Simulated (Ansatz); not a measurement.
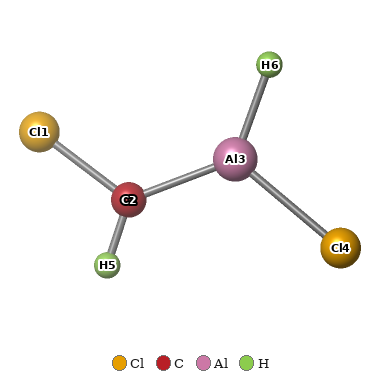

The system is CH₂AlCl₂, SMILES Cl[CH-][AlH][Cl], charge −1; the picture shows the reference structure. Coordinates scanned: (1) bond length Cl1–C2; (2) bond length C2–Al3. Nothing is relaxed (all other coordinates rigid). The scan uses an 11 × 11 grid. Energies are in kJ/mol, from the relaxed molecule at the same level. Level of theory: Ansatz, RKS PBE0-D4/def2-SVPD.

Its coordinates:

```xyz
6

Cl    0.8092    1.7055   -1.6227
C    -0.3133    0.6723   -0.6622
Al    0.2744   -0.5623    0.5545
Cl   -1.1879   -1.7793    1.6802
H    -1.3413    0.9239   -0.9428
H     1.7589   -0.9601    0.9930
```

Range: bond length Cl1–C2 from 1.586 to 2.253 Å; bond length C2–Al3 from 1.611 to 2.288 Å.

What landscape does the calculation give?

The lowest grid point is at bond length Cl1–C2 = 1.787 Å, bond length C2–Al3 = 1.814 Å, 0.5 kJ/mol from the relaxed molecule at the same level. No other kind of well shows on this grid. The highest grid point, bond length Cl1–C2 = 2.253 Å, bond length C2–Al3 = 2.288 Å, lies 220 kJ/mol above the lowest. Round the minimum the two coordinates are nearly uncoupled.

| bond length C2–Al3 ↓, bond length Cl1–C2 → | 1.586 | 1.653 | 1.720 | 1.787 | 1.853 | 1.920 | 1.987 | 2.053 | 2.120 | 2.187 | 2.253 |
| --- | --- | --- | --- | --- | --- | --- | --- | --- | --- | --- | --- |
| 2.288 | 182 | 152 | 137 | 133 | 136 | 145 | 157 | 172 | 188 | 204 | 221 |
| 2.220 | 155 | 124 | 109 | 104 | 107 | 116 | 128 | 143 | 159 | 175 | 192 |
| 2.153 | 130 | 99 | 83 | 78 | 81 | 89 | 101 | 116 | 131 | 148 | 165 |
| 2.085 | 107 | 74 | 58 | 53 | 55 | 64 | 76 | 90 | 106 | 123 | 139 |
| 2.017 | 86 | 53 | 37 | 31 | 33 | 42 | 53 | 68 | 84 | 100 | 117 |
| 1.949 | 70 | 37 | 20 | 14 | 16 | 24 | 36 | 50 | 66 | 82 | 99 |
| 1.882 | 61 | 27 | 9 | 3 | 5 | 13 | 24 | 38 | 54 | 71 | 88 |
| 1.814 | 60 | 25 | 7 | 1 | 2 | 10 | 21 | 35 | 51 | 68 | 84 |
| 1.746 | 70 | 35 | 16 | 10 | 11 | 18 | 30 | 44 | 59 | 76 | 93 |
| 1.678 | 96 | 60 | 41 | 34 | 35 | 42 | 54 | 67 | 83 | 100 | 116 |
| 1.611 | 141 | 105 | 85 | 78 | 79 | 86 | 97 | 110 | 126 | 143 | 159 |

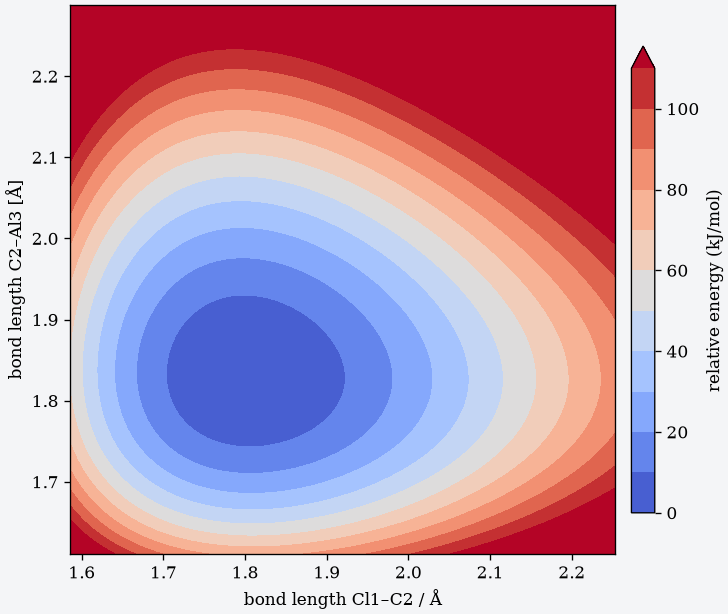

In the figure: filled contours, one colour for all values above the top of the scale. Between grid points the surface is interpolated.

Each point was launched as `ansatz run input.yaml --threads 1 --pin off --max-ram 2560MiB --backend cpu --events-out ev --progress --plain --runs-dir out`. The whole map (121 points run) took 10 min on 1 thread of Arm Neoverse V2, with other jobs on the host.
